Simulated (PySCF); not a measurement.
## Electronic structure of C5H11BO (SMILES CBOC1CCC1) in real space

Input file:

```
{"job": {"kind": "nmr", "xc": "PBE0", "basis": "pcSseg-1"}, "charge": 0, "multiplicity": 1}
C      2.563581     0.232928     0.475740
B      1.831083     0.711002    -0.854585
O      0.511280     0.802832    -0.994030
C     -0.437808     0.496939    -0.007084
C     -1.895714     0.538802    -0.499088
C     -2.140568    -0.824939     0.165502
C     -0.624498    -0.991019     0.351921
H      2.100096     0.643552     1.371681
H      3.617052     0.496705     0.493376
H      2.503002    -0.851149     0.566713
H      2.429870     1.010031    -1.821130
H     -0.269280     1.121739     0.877303
H     -1.938124     0.493511    -1.584794
H     -2.499190     1.372603    -0.148216
H     -2.672979    -0.742492     1.110520
H     -2.628702    -1.575317    -0.451621
H     -0.282437    -1.295496     1.338126
H     -0.175423    -1.633914    -0.401992
```

Run with:

```sh
OMP_NUM_THREADS=1 python probes_run.py task.json out
```

Geometry: GFN2-xTB.

These are results of PySCF, PBE0/pcSseg-1, SCF density, gas phase, non-relativistic, not measurements.

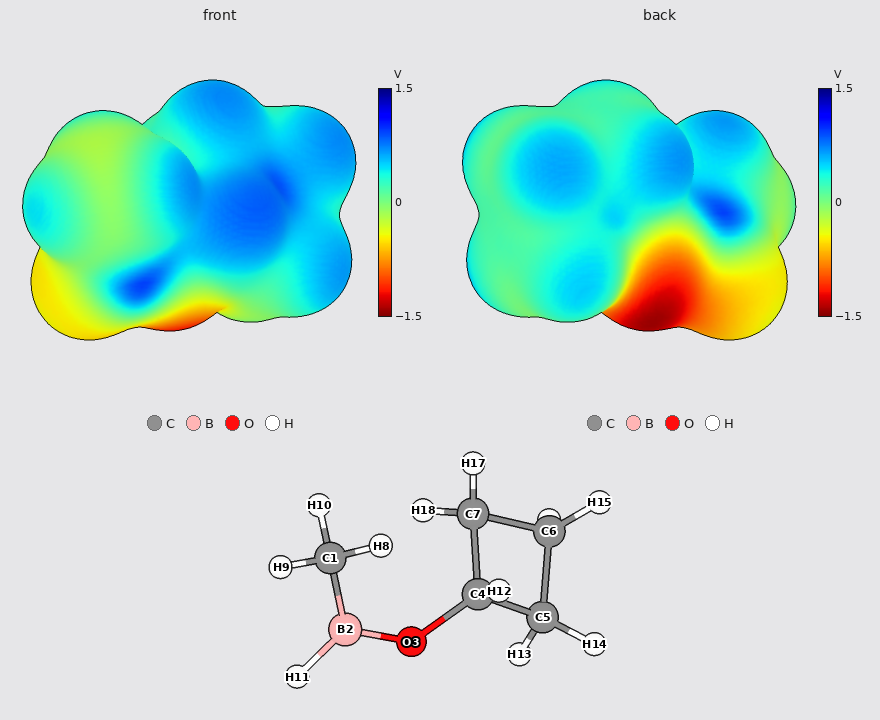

Figure 1. The electrostatic potential painted on the density surface at 0.002 e/bohr³, seen from the front and from behind; red is negative and blue positive. The bare structure is drawn below in the same view.

> Describe the electrostatic potential map.

The most negative region (about −1.4 V, or −32 kcal/mol for a unit charge) lies over O3, the most positive (about +0.9 V, or +21 kcal/mol for a unit charge) over B2, C4, C6 and H12. O3 is the likeliest acceptor of a hydrogen bond.

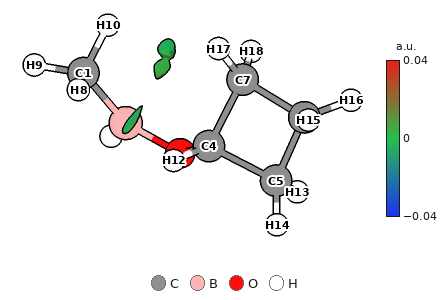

Figure 2. Non-covalent interaction (NCI) plot: the surface where the reduced density gradient is 0.5, for densities under 0.05 a.u., coloured by sign(λ₂)ρ; seen at a tilt.

> Identify the weak interactions.

- Between H12 and C4 on one side and H8 and C1 on the other: a weak contact, attractive (blue-green) on one side and crowded (olive to red) on the other
- Between C7 and H17 on one side and C1 and H10 on the other: a weak contact (green)

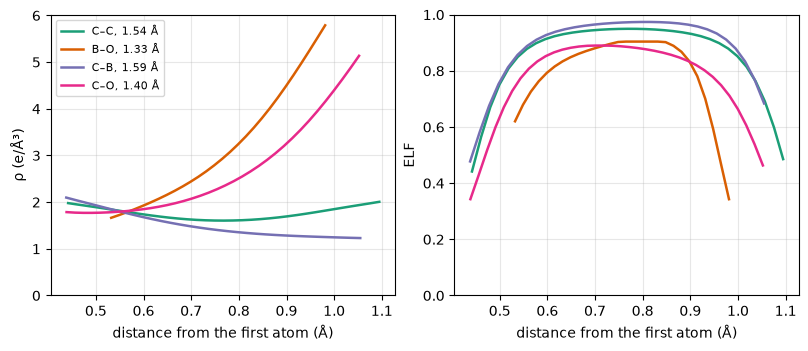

Figure 3. Electron density and electron localisation function along straight lines between neighbouring atoms. The curves leave out the atomic cores.

> What can be read from the curves?

C–C (1.54 Å): ρ is about 1.6 e/Å³ halfway; the ELF peaks at about 0.95 between the atoms (a shared electron pair).
B–O (1.33 Å): the density is about 2.2 e/Å³ at the midpoint; the ELF peaks at about 0.90 between the atoms: a polar covalent bond.
C–B (1.59 Å): ρ at the midpoint is about 1.4 e/Å³; the ELF peaks at about 1 between the atoms; a shared electron pair.
C–O (1.40 Å): ρ at the midpoint is about 2.1 e/Å³, with its minimum of 1.8 e/Å³ about 0.5 Å from C; the ELF peaks at about 0.90 between the atoms, as expected for a shared but strongly polarised pair.
